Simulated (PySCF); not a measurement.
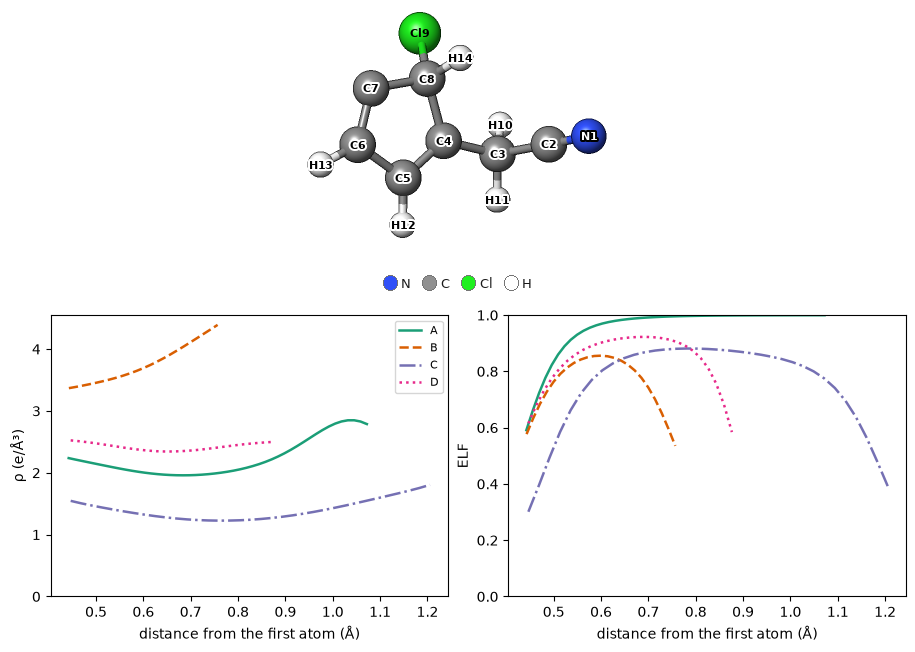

Figure 1: C₇H₅ClN (doublet). Total electron density and ELF along straight lines between neighbouring atoms. The curves leave out the atomic cores. The structure is drawn too.

Geometry: GFN2-xTB.

The calculation used PySCF, UKS B3LYP, pcH-1 on C Cl H N, non-relativistic, mean-field spin-orbit, GIAO.

```yaml
atoms:
  - { symbol: N, position_ang: [2.8855, -0.2489, 1.5917] }
  - { symbol: C, position_ang: [2.2588, -0.3338, 0.6406] }
  - { symbol: C, position_ang: [1.4352, -0.4288, -0.5429] }
  - { symbol: C, position_ang: [0.0122, -0.1477, -0.1896] }
  - { symbol: C, position_ang: [-1.0289, -0.9907, -0.1242] }
  - { symbol: C, position_ang: [-2.2425, -0.2569, 0.2613] }
  - { symbol: C, position_ang: [-1.9031, 1.0150, 0.3903] }
  - { symbol: C, position_ang: [-0.4563, 1.2469, 0.1810] }
  - { symbol: Cl, position_ang: [-0.1034, 2.4084, -1.1287] }
  - { symbol: H, position_ang: [1.7968, 0.3047, -1.2717] }
  - { symbol: H, position_ang: [1.5319, -1.4331, -0.9637] }
  - { symbol: H, position_ang: [-1.0211, -2.0473, -0.3264] }
  - { symbol: H, position_ang: [-3.2056, -0.7123, 0.3815] }
  - { symbol: H, position_ang: [0.0397, 1.6242, 1.0786] }
```

**Which curve belongs to which contact (C–C, C–Cl, C–H and C–N)? The first atom named is at distance zero.**

Curve A: C–H (1.07 Å): the density is about 2.1 e/Å³ at the midpoint; the ELF climbs to about 1 towards the hydrogen, as it does in any bond to H (an ordinary covalent bond to hydrogen). Curve B: C–N (1.14 Å): ρ is about 3.6 e/Å³ halfway; the ELF peaks at about 0.85 between the atoms; a short, multiple covalent bond. Curve C: C–Cl (1.79 Å): ρ at the midpoint is about 1.3 e/Å³; the ELF peaks at about 0.90 between the atoms: localised, covalent bonding. Curve D: C–C (1.32 Å): ρ at the midpoint is about 2.3 e/Å³; the ELF peaks at about 0.90 between the atoms (a short, multiple covalent bond).
